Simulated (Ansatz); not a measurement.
# AlPt: relaxed, then solved by several methods

Aim: relax AlPt, then solve it with and without frozen cores. Methods of the runs shown: PAW, LAPW and crystal datasets. Its runs: cell and atoms relaxed (PAW and LAPW); the reference run (LAPW, PAW and crystal datasets).

Computed with Ansatz 0.2.0 (DFT PBEsol, with the methods named in each step, unless a step's input says otherwise).

### Step 1. The system as given

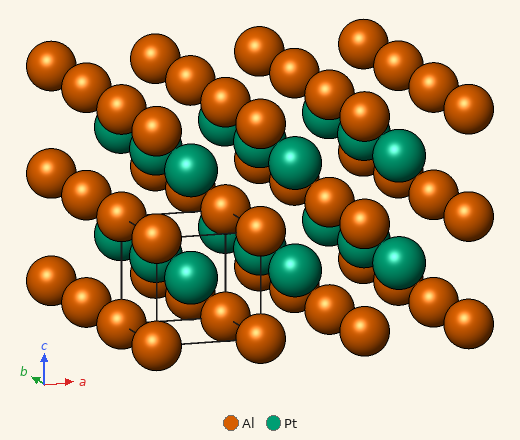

Start, viewed slightly off an axis; aluminium orange, platinum teal. 3×3×2 cells are drawn. Atoms on the faces are drawn again on the opposite ones.

As a file:

```xyz
2
Lattice="3.0915 0.0000 0.0000 0.0000 3.0915 0.0000 0.0000 0.0000 3.0915" Properties=species:S:1:pos:R:3 pbc="T T T"
Al    0.0000    0.0000    0.0000
Pt    1.5458    1.5458    1.5458
```

Atoms are numbered in the order of the input: Al1, Pt2.

### Step 2. Cell and atoms relaxed, PAW

Contents of input.yaml:

```yaml
crystal:
  lattice:
    - [3.091546, 0.0, 0.0]
    - [0.0, 3.091546, 0.0]
    - [0.0, 0.0, 3.091546]
  atoms:
    - { symbol: Al, position: [0.0, 0.0, 0.0] }
    - { symbol: Pt, position: [0.5, 0.5, 0.5] }
kpoints:
  mp_grid: { grid: [13, 13, 13] }
scf:
  occupations: { method: fermi_dirac, width: 0.05 }
hamiltonian:
  xc: pbesol
  pseudopotentials: { kind: paw }
output:
  forces: true
  stress: true
  write_density: true
  write_potential: true
  elf: true
  volumetric_format: npy
relax:
  f_tol: 0.005
  max_steps: 50
  cell: {}
```

The run is started by

```
$ ansatz run input.yaml --threads 1 --pin off --max-ram 2048MiB --backend cpu --events-out ev --progress --plain --runs-dir out
```

Output:

```text
Engine: ansatz 0.2.0
Pseudopotentials: kind: paw
Pseudopotential: Al, paw, valence charge 3, recommended cutoff 420 eV (normal)
Pseudopotential: Pt, paw, valence charge 18, recommended cutoff 420 eV (normal)
Functional definition: PBEsol
  exchange = pbesol_x
  correlation = pbesol_c
Crystal: 2 atoms, lattice volume = 29.548 Å³
Basis set: ecut = 420 eV, 587 PW (Γ), exchange–correlation on 48×48×48 points (8 copies of the dense FFT grid, shifted against one another)
Bands: 15, of which v1, the nominal top of the filled ones, is band 11 counted from 1 (10 counted from 0)
Symmetry: 48 space group operations
Space group: Pm-3m (ITA 221), of the structure as read, at distance tolerance 3.1e-5 Å
k-points: 84 of 2197
Non-local potential: Al, projectors of the file, l = 0: 2, l = 1: 2, l = 2: 1
Non-local potential: Pt, projectors of the file, l = 0: 3, l = 1: 2, l = 2: 2, l = 3: 1
PAW form: soft (Blöchl's): semilocal exchange-correlation on the pseudo side does not see the compensation charge
PAW frozen core: Al, regenerated for the run's functional, and the local potential with it (the file was generated under x = pbe(κ = 0.804, μ = 0.2195149727645171), c = pbe(β = 0.06672455060314922))
PAW frozen core: Pt, regenerated for the run's functional, and the local potential with it (the file was generated under x = pbe(κ = 0.804, μ = 0.2195149727645171), c = pbe(β = 0.06672455060314922))
PAW one-centre angular grid: Al, 110 points (default); XC on 64 Gauss nodes
PAW one-centre angular grid: Pt, 590 points (default); XC on 64 Gauss nodes
Initial density: superposition of atomic densities (neutral atoms: chi_scale 0, normalization atom), corrected by the library's trained network
Initial wavefunctions: pseudopotential atomic-orbital guess
Functional: x = pbesol(κ = 0.804, μ = 0.12345679012345678), c = pbesol(β = 0.046)
SCF iter   1: F=—  HF=-12910.221996 eV  |F-HF|=—  |Δ(HF+E_count)|=         —  Δρ=2.80e-3  dr2=1.35e-3  ethr=1.77e-3  ⟨swp⟩=5.3  Hψ=6211  notcnv=0
preconditioner: auto → none  [metal: Δε(μ)=0.008 eV  Ē_g=10.239 eV  σ=0.050 eV  W_gap=0.04  n_scr=6 (ndim 8)  ℏωp=24.6 eV  f_vac=0.000  D(μ)=0.61/eV (n_scr^D=0)  sad-step TF]
SCF iter   2: F=—  HF=-12910.222592 eV  |F-HF|=—  |Δ(HF+E_count)|=   5.96e-4  Δρ=1.55e-3  dr2=4.32e-4  ethr=6.41e-6  ⟨swp⟩=2.1  Hψ=2435  notcnv=0
SCF iter   3: F=—  HF=-12910.222475 eV  |F-HF|=—  |Δ(HF+E_count)|=   1.17e-4  Δρ=1.64e-4  dr2=6.71e-6  ethr=2.06e-6  ⟨swp⟩=2.5  Hψ=1734  notcnv=0
SCF iter   4: F=—  HF=-12910.222450 eV  |F-HF|=—  |Δ(HF+E_count)|=   2.46e-5  Δρ=3.22e-5  dr2=1.80e-7  ethr=3.20e-8  ⟨swp⟩=2.1  Hψ=1860  notcnv=0
iter 5 did not close the SCF: its close was put off for the readings that it lacked (scf_convergence_deferred on its scf_iter line)
SCF iter   5: F=-12910.222450 eV  HF=-12910.222450 eV  |F-HF|=5.27e-9  |Δ(HF+E_count)|=   2.67e-8  Δρ=6.13e-6  dr2=6.88e-9  ethr=8.56e-10  ⟨swp⟩=2.1  Hψ=2075  notcnv=0
SCF iter   6: F=-12910.222450 eV  HF=-12910.222450 eV  |F-HF|=5.46e-12  |Δ(HF+E_count)|=   1.96e-9  Δρ=5.69e-7  dr2=2.49e-11  ethr=3.27e-11  ⟨swp⟩=4.1  Hψ=6242  notcnv=0
SCF 1 converged in 6 iterations: F = -12910.222450 eV  dr2 = 2.49e-11
relax step   1: F+E_penalty+E_count = -12910.22245012 eV  Δ(F+E_penalty+E_count) = +0.000e0 eV  max|allowed force component| = 9.284e-29 eV/Å  Δτ_max = 0.0000 Å  P = -5.723 GPa  Ω = 29.548 Å³  (6 SCF iters, dr2 threshold 1.00e-7 eV, accepted)
Crystal: 2 atoms, lattice volume = 28.033 Å³
Basis set: ecut = 420 eV, 515 PW (Γ), exchange–correlation on 48×48×48 points (8 copies of the dense FFT grid, shifted against one another)
Initial density: handed on by an earlier stage of this run
Initial wavefunctions: those handed on with the density
iter 1 solved again at ethr=6.49e-5 eV; its pass at ethr=3.10e-3 eV (dr2=1.36e-2 eV) is discarded
SCF iter   1: F=—  HF=-12910.234103 eV  |F-HF|=—  |Δ(HF+E_count)|=         —  Δρ=5.86e-3  dr2=1.37e-2  ethr=6.49e-5  ⟨swp⟩=1.0  Hψ=7830  notcnv=0
preconditioner: auto → none  [metal: Δε(μ)=0.037 eV  Ē_g=10.666 eV  σ=0.050 eV  W_gap=0.18  n_scr=6 (ndim 8)  ℏωp=25.3 eV  f_vac=0.000  D(μ)=0.62/eV (n_scr^D=0)]
SCF iter   2: F=—  HF=-12910.230575 eV  |F-HF|=—  |Δ(HF+E_count)|=   3.53e-3  Δρ=2.11e-3  dr2=1.27e-3  ethr=6.49e-5  ⟨swp⟩=2.3  Hψ=1786  notcnv=0
SCF iter   3: F=—  HF=-12910.230125 eV  |F-HF|=—  |Δ(HF+E_count)|=   4.50e-4  Δρ=3.62e-4  dr2=3.59e-5  ethr=6.06e-6  ⟨swp⟩=2.2  Hψ=1710  notcnv=0
SCF iter   4: F=—  HF=-12910.230095 eV  |F-HF|=—  |Δ(HF+E_count)|=   2.93e-5  Δρ=4.00e-5  dr2=1.26e-7  ethr=1.71e-7  ⟨swp⟩=2.4  Hψ=1762  notcnv=0
iter 5 did not close the SCF: its close was put off for the readings that it lacked (scf_convergence_deferred on its scf_iter line)
SCF iter   5: F=-12910.230095 eV  HF=-12910.230095 eV  |F-HF|=7.28e-12  |Δ(HF+E_count)|=   1.27e-7  Δρ=1.37e-6  dr2=9.79e-11  ethr=6.00e-10  ⟨swp⟩=2.0  Hψ=1769  notcnv=0
SCF iter   6: F=-12910.230095 eV  HF=-12910.230095 eV  |F-HF|=1.82e-12  |Δ(HF+E_count)|=  5.46e-12  Δρ=1.72e-7  dr2=5.16e-12  ethr=1.00e-12  ⟨swp⟩=3.9  Hψ=5667  notcnv=0
SCF 2 converged in 6 iterations: F = -12910.230095 eV  dr2 = 5.16e-12
relax step   2: F+E_penalty+E_count = -12910.23009539 eV  Δ(F+E_penalty+E_count) = -7.645e-3 eV  max|allowed force component| = 7.445e-30 eV/Å  Δτ_max = 0.0000 Å  P = +4.739 GPa  Ω = 28.033 Å³  energy of the carried Pulay correction = +5.392e-4 eV  (6 SCF iters, dr2 threshold 2.00e-7 eV, accepted)
Crystal: 2 atoms, lattice volume = 28.700 Å³
iter 1 solved again at ethr=1.21e-5 eV; its pass at ethr=3.10e-3 eV (dr2=2.55e-3 eV) is discarded
SCF iter   1: F=—  HF=-12910.239811 eV  |F-HF|=—  |Δ(HF+E_count)|=         —  Δρ=2.62e-3  dr2=2.87e-3  ethr=1.21e-5  ⟨swp⟩=1.3  Hψ=7767  notcnv=0
preconditioner: auto → none  [metal: Δε(μ)=0.019 eV  Ē_g=10.520 eV  σ=0.050 eV  W_gap=0.09  n_scr=6 (ndim 8)  ℏωp=25.0 eV  f_vac=0.000  D(μ)=0.61/eV (n_scr^D=0)]
SCF iter   2: F=—  HF=-12910.239080 eV  |F-HF|=—  |Δ(HF+E_count)|=   7.31e-4  Δρ=9.55e-4  dr2=2.68e-4  ethr=1.21e-5  ⟨swp⟩=2.2  Hψ=1674  notcnv=0
SCF iter   3: F=—  HF=-12910.238984 eV  |F-HF|=—  |Δ(HF+E_count)|=   9.58e-5  Δρ=1.61e-4  dr2=7.47e-6  ethr=1.27e-6  ⟨swp⟩=2.1  Hψ=1698  notcnv=0
SCF iter   4: F=—  HF=-12910.238963 eV  |F-HF|=—  |Δ(HF+E_count)|=   2.13e-5  Δρ=1.90e-5  dr2=3.12e-8  ethr=3.56e-8  ⟨swp⟩=2.3  Hψ=1750  notcnv=0
iter 5 did not close the SCF: its close was put off for the readings that it lacked (scf_convergence_deferred on its scf_iter line)
SCF iter   5: F=-12910.238963 eV  HF=-12910.238963 eV  |F-HF|=3.64e-12  |Δ(HF+E_count)|=   2.53e-8  Δρ=6.41e-7  dr2=3.22e-11  ethr=1.48e-10  ⟨swp⟩=2.2  Hψ=1864  notcnv=0
SCF iter   6: F=-12910.238963 eV  HF=-12910.238963 eV  |F-HF|=5.46e-12  |Δ(HF+E_count)|=  4.73e-11  Δρ=7.38e-8  dr2=1.10e-12  ethr=1.00e-12  ⟨swp⟩=3.8  Hψ=5234  notcnv=0
SCF 3 converged in 6 iterations: F = -12910.238963 eV  dr2 = 1.10e-12
relax step   3: F+E_penalty+E_count = -12910.23896290 eV  Δ(F+E_penalty+E_count) = -8.868e-3 eV  max|allowed force component| = 6.409e-30 eV/Å  Δτ_max = 0.0000 Å  P = -0.251 GPa  Ω = 28.700 Å³  energy of the carried Pulay correction = +2.985e-4 eV  (6 SCF iters, dr2 threshold 2.00e-7 eV, accepted)
Crystal: 2 atoms, lattice volume = 28.664 Å³
iter 1 solved again at ethr=3.37e-8 eV; its pass at ethr=3.10e-3 eV (dr2=7.08e-6 eV) is discarded
SCF iter   1: F=—  HF=-12910.239024 eV  |F-HF|=—  |Δ(HF+E_count)|=         —  Δρ=1.38e-4  dr2=7.93e-6  ethr=3.37e-8  ⟨swp⟩=2.0  Hψ=7544  notcnv=0
preconditioner: auto → none  [metal: Δε(μ)=0.022 eV  Ē_g=10.508 eV  σ=0.050 eV  W_gap=0.11  n_scr=6 (ndim 8)  ℏωp=25.0 eV  f_vac=0.000  D(μ)=0.61/eV (n_scr^D=0)]
SCF iter   2: F=—  HF=-12910.239004 eV  |F-HF|=—  |Δ(HF+E_count)|=   2.06e-5  Δρ=4.99e-5  dr2=7.16e-7  ethr=3.37e-8  ⟨swp⟩=2.3  Hψ=1696  notcnv=0
iter 3 did not close the SCF: its close was put off for the readings that it lacked (scf_convergence_deferred on its scf_iter line)
SCF iter   3: F=-12910.239003 eV  HF=-12910.239003 eV  |F-HF|=2.05e-8  |Δ(HF+E_count)|=   2.60e-7  Δρ=9.00e-6  dr2=2.55e-8  ethr=3.41e-9  ⟨swp⟩=2.0  Hψ=1641  notcnv=0
iter 4 did not close the SCF: its close was put off for the readings that it lacked (scf_convergence_deferred on its scf_iter line)
SCF iter   4: F=-12910.239003 eV  HF=-12910.239003 eV  |F-HF|=2.18e-11  |Δ(HF+E_count)|=   7.44e-9  Δρ=1.03e-6  dr2=9.09e-11  ethr=1.21e-10  ⟨swp⟩=2.4  Hψ=1735  notcnv=0
iter 5 did not close the SCF: its close was put off for the readings that it lacked (scf_convergence_deferred on its scf_iter line)
SCF iter   5: F=-12910.239003 eV  HF=-12910.239003 eV  |F-HF|=3.64e-12  |Δ(HF+E_count)|=  6.18e-11  Δρ=5.91e-8  dr2=4.14e-13  ethr=1.00e-12  ⟨swp⟩=1.8  Hψ=1592  notcnv=0
SCF iter   6: F=-12910.239003 eV  HF=-12910.239003 eV  |F-HF|=5.46e-12  |Δ(HF+E_count)|=    0.00e0  Δρ=4.17e-9  dr2=1.78e-15  ethr=1.00e-12  ⟨swp⟩=3.0  Hψ=4590  notcnv=0
SCF 4 converged in 6 iterations: F = -12910.239003 eV  dr2 = 1.78e-15
relax step   4: F+E_penalty+E_count = -12910.23900345 eV  Δ(F+E_penalty+E_count) = -4.054e-5 eV  max|allowed force component| = 6.311e-30 eV/Å  Δτ_max = 0.0000 Å  P = -0.002 GPa  Ω = 28.664 Å³  energy of the carried Pulay correction = +3.111e-4 eV  (6 SCF iters, dr2 threshold 1.57e-7 eV, accepted)
Initial wavefunctions: pseudopotential atomic-orbital guess (no wavefunctions were taken with the density)
iter 1 solved again at ethr=3.67e-9 eV; its pass at ethr=3.10e-3 eV (dr2=7.71e-7 eV) is discarded
SCF iter   1: F=—  HF=-12910.238723 eV  |F-HF|=—  |Δ(HF+E_count)|=         —  Δρ=5.88e-5  dr2=1.62e-7  ethr=3.67e-9  ⟨swp⟩=4.1  Hψ=10182  notcnv=0
preconditioner: auto → none  [metal: Δε(μ)=0.022 eV  Ē_g=10.510 eV  σ=0.050 eV  W_gap=0.11  n_scr=6 (ndim 8)  ℏωp=25.0 eV  f_vac=0.000  D(μ)=0.61/eV (n_scr^D=0)]
SCF iter   2: F=—  HF=-12910.238705 eV  |F-HF|=—  |Δ(HF+E_count)|=   1.85e-5  Δρ=2.71e-5  dr2=2.94e-8  ethr=7.70e-10  ⟨swp⟩=2.3  Hψ=2138  notcnv=0
SCF iter   3: F=—  HF=-12910.238705 eV  |F-HF|=—  |Δ(HF+E_count)|=   1.28e-8  Δρ=3.90e-6  dr2=7.85e-10  ethr=1.40e-10  ⟨swp⟩=3.0  Hψ=1822  notcnv=0
SCF iter   4: F=—  HF=-12910.238705 eV  |F-HF|=—  |Δ(HF+E_count)|=  6.24e-10  Δρ=6.45e-7  dr2=2.59e-11  ethr=3.74e-12  ⟨swp⟩=2.7  Hψ=2132  notcnv=0
iter 5 did not close the SCF: its close was put off for the readings that it lacked (scf_convergence_deferred on its scf_iter line)
SCF iter   5: F=-12910.238705 eV  HF=-12910.238705 eV  |F-HF|=5.46e-12  |Δ(HF+E_count)|=  3.09e-11  Δρ=3.35e-8  dr2=1.23e-13  ethr=1.00e-12  ⟨swp⟩=1.0  Hψ=1260  notcnv=0
SCF iter   6: F=-12910.238705 eV  HF=-12910.238705 eV  |F-HF|=1.09e-11  |Δ(HF+E_count)|=  1.82e-12  Δρ=8.19e-9  dr2=7.69e-15  ethr=1.00e-12  ⟨swp⟩=3.0  Hψ=4399  notcnv=0
SCF 5 converged in 6 iterations: F = -12910.238705 eV  dr2 = 7.69e-15
relax step   5: F+E_penalty+E_count = -12910.23870465 eV  Δ(F+E_penalty+E_count) = +2.988e-4 eV  max|allowed force component| = 6.607e-30 eV/Å  Δτ_max = 0.0000 Å  P = -0.006 GPa  Ω = 28.664 Å³  stress off target by 6.21e-3 GPa  SCF on the basis re-selected at this cell (its energy is not comparable with the rows above)  (6 SCF iters)
basis re-selected at this cell: Δ(F+E_penalty+E_count) = +2.988e-4 eV, ΔP = -0.004 GPa vs the last step (what re-selecting the basis moved, of the pressure what is left beyond the Pulay correction that the steps carried, after the strain that the cell walked since its last selection, with what the two solves' SCF thresholds leave and, on support functions, any second-order correction that the steps lacked; it is no measure of the basis error at this ecutwfc). This SCF's stress stands 6.21e-3 GPa from its target on what of the cell is left free (relax.cell.stress_tol is 5.00e-2 GPa) and its largest allowed force component is 6.61e-30 eV/Å (relax.f_tol is 5.00e-3 eV/Å): within both
SCF converged after 6 iterations
Free energy (F): -12910.238705 eV
Harris-Foulkes:  -12910.238705 eV  (|F-HF|=1.09e-11)
Internal energy: -12910.233862 eV  (E = F + TS)
E sigma→0 (E₀):  -12910.236283 eV
Entropy (-TS):   -0.004843 eV (-2.421 meV/atom)
Fermi energy:    17.447338 eV
--- Per-component energies (eV) ---
  E_band       = -211.333213
  E_kinetic    = 666.030408
  E_local      = -2118.011438  (includes V_loc(G=0)·N_el)
  E_nonlocal   = 212.043508
  E_hartree    = 829.399199
  E_xc         = -302.059466
  E_vxc        = -334.657738  (∫ρ·V_xc dr)
  E_paw        = -9771.443463  (= ΣΔE_a)
  E_vpaw       = -295.536541  (= ΣTr[D̂ρ^β])
  E_aug_tail   = 0.000187  (compensation charges beyond the density's cutoff)
  E_ewald      = -2426.498918
  E_core_change = 0.306120  (= ΣΔE_core)
  E_smearing   = -0.004843  (= −TS)
  E_closure    = 0.000000  (closes the sum)
  Σ components = -12910.238705   (vs F -12910.238705, Δ=0.00e0)
--- Forces (eV/Å), atoms counted from 1 ---
  atom   1  Al    -0.00000000    -0.00000000    -0.00000000
  atom   2  Pt     0.00000000     0.00000000     0.00000000
  max |Σ_I F_I| component: 1.20e-29 eV/Å
--- Stress (GPa, compression-positive) ---
       -0.006206      -0.000000       0.000000
       -0.000000      -0.006206       0.000000
        0.000000       0.000000      -0.006206
  P = ⅓ Tr σ = -0.0062 GPa (-0.062 kbar)
--- Band table (eV; the first three rows and the last of 84) ---
  k-point 0: bands = ["-81.5433", "-35.7278", "-35.7278", "-35.7278", "5.6065", "11.6189", "11.6189", "14.7412", "14.7412", "14.7412", "21.3500", "21.3500", "21.3500", "26.5538", "26.5538"]
  k-point 1: bands = ["-81.5432", "-35.7328", "-35.7274", "-35.7274", "5.7178", "11.6507", "11.6611", "14.6290", "14.6290", "14.7527", "20.6985", "21.5538", "21.5538", "26.3332", "26.8475"]
  k-point 2: bands = ["-81.5428", "-35.7466", "-35.7263", "-35.7263", "6.0465", "11.7405", "11.7571", "14.3430", "14.3430", "14.7849", "19.3952", "22.1141", "22.1141", "25.7653", "27.0893"]
  k-point 83: bands = ["-81.5359", "-35.7967", "-35.7966", "-35.7966", "10.7496", "10.8395", "10.8395", "15.9346", "15.9346", "18.2799", "18.4486", "19.3076", "19.3076", "22.8301", "23.7439"]
--- Relaxed structure (4 steps of the walk, 4 accepted, 1 SCFs on fresh bases) ---
  F+E_penalty+E_count = -12910.23870465 eV   max|allowed force component| = 6.607e-30 eV/Å   (the final SCF, on the basis selected at the relaxed cell)
  cell:  # Å, volume = 28.6644 Å³
    - [3.0604204936221864, -5.89816045468591e-34, -1.2438297557500897e-34]
    - [-9.108043695331302e-34, 3.0604204936221864, 6.419766481290786e-35]
    - [-2.2067947279437076e-34, 0.0, 3.0604204936221864]
  atoms:
    - { symbol: Al, position: [1.9467706693701783e-36, 6.489235565023676e-37, 1.2978471130047353e-36] }
    - { symbol: Pt, position: [0.5, 0.5, 0.5] }
```

It took 10 s on 1 thread of Arm Neoverse V1, shared host; peak memory 0.33 GiB.

Step by step:

| step | energy from step 1 (eV/cell) | largest force component (eV/Å) | pressure (GPa) | volume (Å³) |
| --- | --- | --- | --- | --- |
| 1 | 0.0000 | 0.0000 | -5.72 | 29.55 |
| 2 | -0.0076 | 0.0000 | 4.74 | 28.03 |
| 3 | -0.0165 | 0.0000 | -0.25 | 28.70 |
| 4 | -0.0166 | 0.0000 | 0.00 | 28.66 |
| 5 | -0.0163 | 0.0000 | -0.01 | 28.66 |

Step 1 is the start. Step 5 repeats the geometry before on a plane-wave basis chosen anew for that cell, so the energy can jump there without any move; the table keeps such jumps.

| input's cell | before | after | change |
| --- | --- | --- | --- |
| a (Å) | 3.092 | 3.060 | -1.0 % |
| b (Å) | 3.092 | 3.060 | -1.0 % |
| c (Å) | 3.092 | 3.060 | -1.0 % |
| volume (Å³/atom) | 14.77 | 14.33 | -3.0 % |

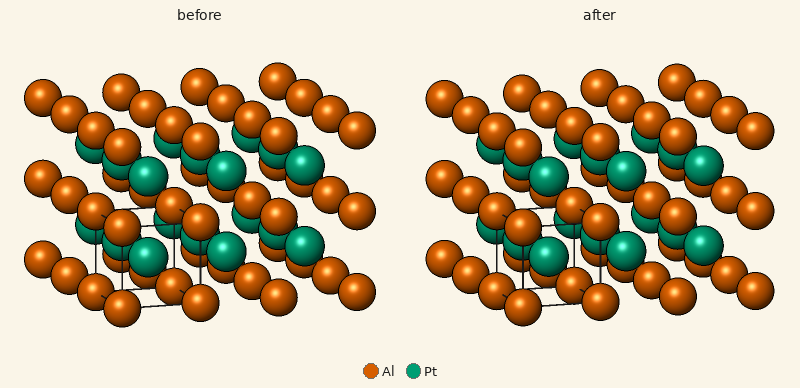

Start (left) and end (right) at the same scale.

Result: pressure -0.01 GPa; no gap.

[end of part 1 of 2]
